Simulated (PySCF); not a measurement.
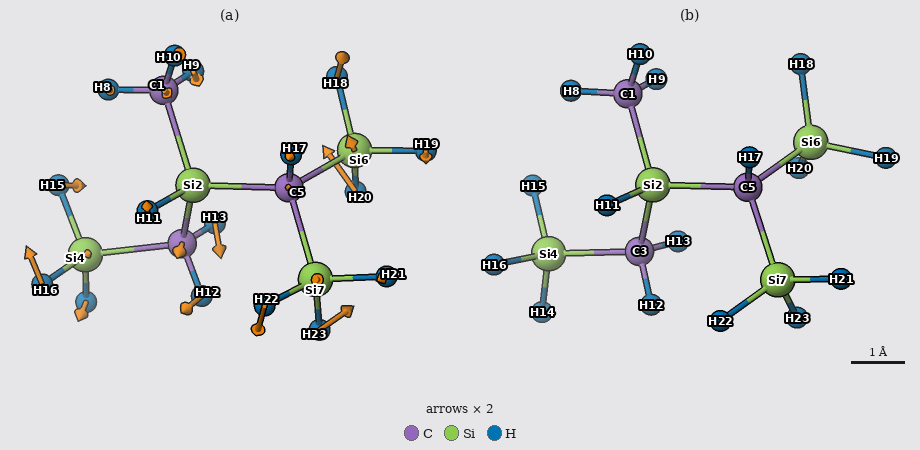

The structure of C3H16Si4 before (left) and after (right) a relaxation, at one scale. The orange arrows give the displacements, magnified 2 times.

Style: ball-and-stick. Shown at a tilt.

The start comes from GFN2-xTB. Its atoms were then displaced at random by about 0.01 Å.

Method: PySCF 2.14.0, density-fitted response routines, PBE0-D3(BJ)/def2-SVP geometry optimisation, gas phase. 

### Describe what moved and what it gained.

After 16 geometry steps the energy has fallen by 24.2 kJ/mol. H20 moves most after the best rigid fit: 0.55 Å. By element the largest moves are H 0.55 Å, C 0.25 Å, Si 0.20 Å. Some distances before and after: C3–Si4 1.948 → 1.879 Å, Si4–H14 1.442 → 1.496 Å, C1–Si2 1.927 → 1.879 Å, Si6–H20 1.453 → 1.497 Å. Among the angles between lasting bonds that change: C3–Si4–H14 108.0° → 111.2°, H15–Si4–H16 110.7° → 108.0°, H8–C1–H9 110.0° → 107.7°.
